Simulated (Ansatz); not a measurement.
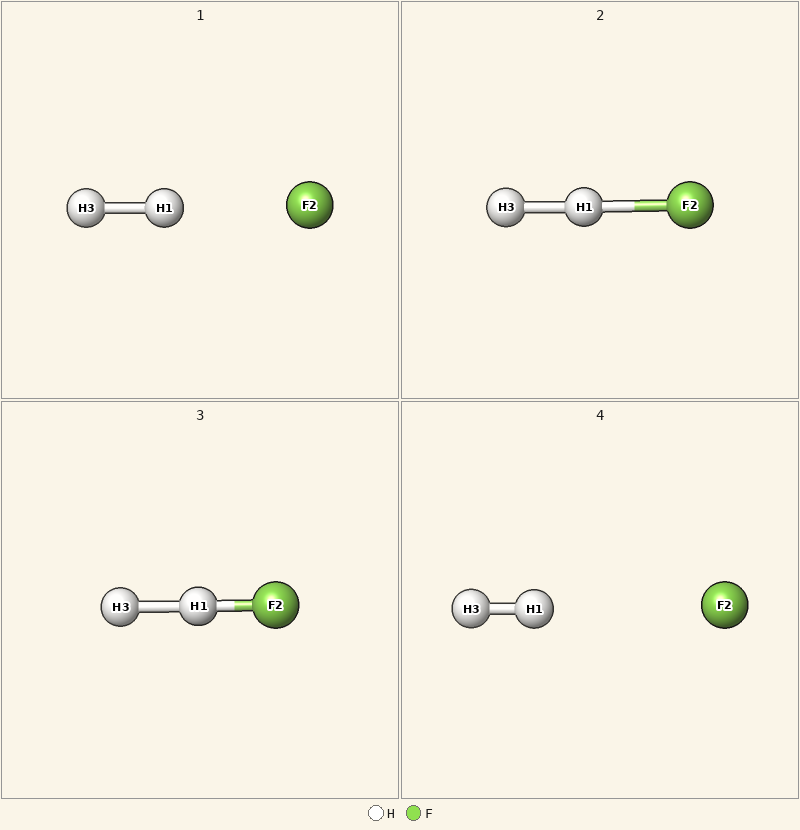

The reacting system FH2 (fragments FH + H where the first distance is long, H₂ + F where the second is long), spin multiplicity 2. 
- First axis: distance H1–H3 (bond that forms). Second axis: distance H1–F2 (bond that breaks).
- Relaxed at each point: all other coordinates.
- The scan uses a 7 × 7 grid.
- Points are written as (first, second).
- Energies: kJ/mol, counted from the lowest grid point.
- Theory: Ansatz 0.2.0, UKS PBE-D4/def2-TZVP.

The numbered pictures are structures from this grid.

Q: Which is the most stable, and how do the others follow?

A: 2, at (0.826 Å, 1.123 Å): 64 kJ/mol; 1, at (0.826 Å, 1.542 Å): 107 kJ/mol; 4, at (0.666 Å, 2.019 Å): 152 kJ/mol; 3, at (0.826 Å, 0.819 Å): 194 kJ/mol.

The map, with the structures marked:

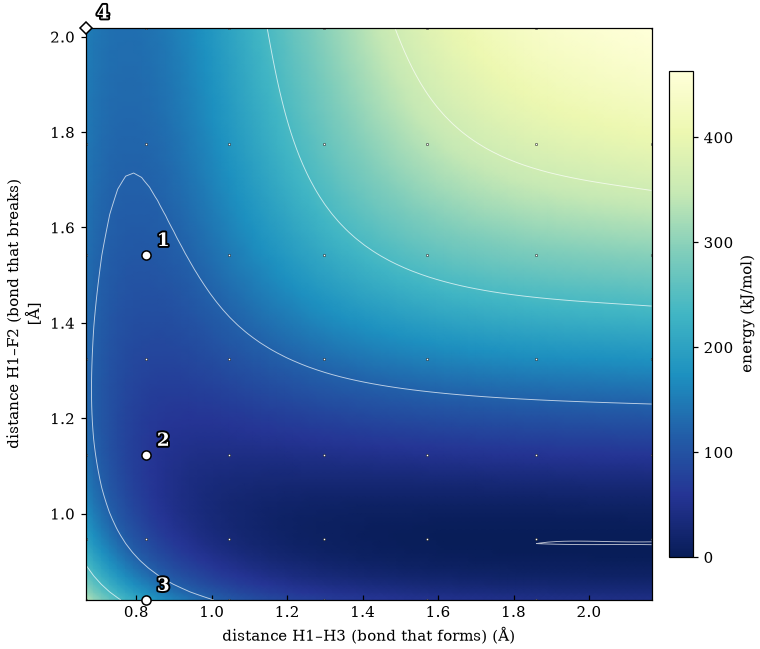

The picture shows a smooth colour map with a few white contour lines, dots at the grid points. Between grid points the surface is interpolated.
